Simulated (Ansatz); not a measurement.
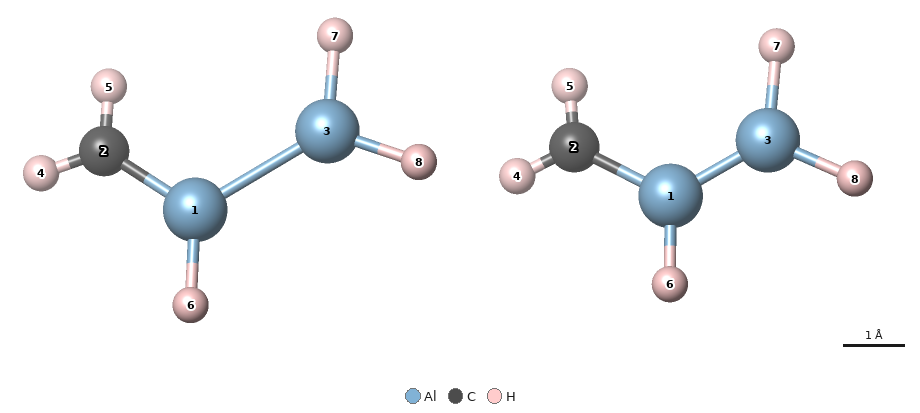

Two geometries of CH5Al2 (charge −1), drawn at one scale. One is the start of a relaxation, the other its converged end. Style: ball-and-stick. Shown at a tilt.

The calculation used RKS PBE-D4/def2-SVPD in Ansatz. (force threshold 0.03 eV/Å; at most 250 steps)

**Which one is relaxed?**

The left one is the relaxed one. It is one of the separated reactants of a reaction. The atom that moves furthest after the best rigid fit is H8 (0.48 Å). Largest moves by element: H 0.48 Å, Al 0.36 Å, C 0.18 Å. Near-neighbour distances that change, for instance: Al1–Al3 1.858 → 2.550 Å, Al1–H6 1.520 → 1.638 Å, C2–H4 1.060 → 1.110 Å, Al3–H7 1.618 → 1.642 Å. Among the angles between lasting bonds that change: C2–Al1–Al3 122.1° → 115.2°, H7–Al3–H8 111.2° → 107.0°, Al1–Al3–H8 125.1° → 129.1°. After 6 geometry steps the energy has fallen by 355.9 kJ/mol. Largest force component: 12 eV/Å at the start, 0.025 eV/Å at the end.
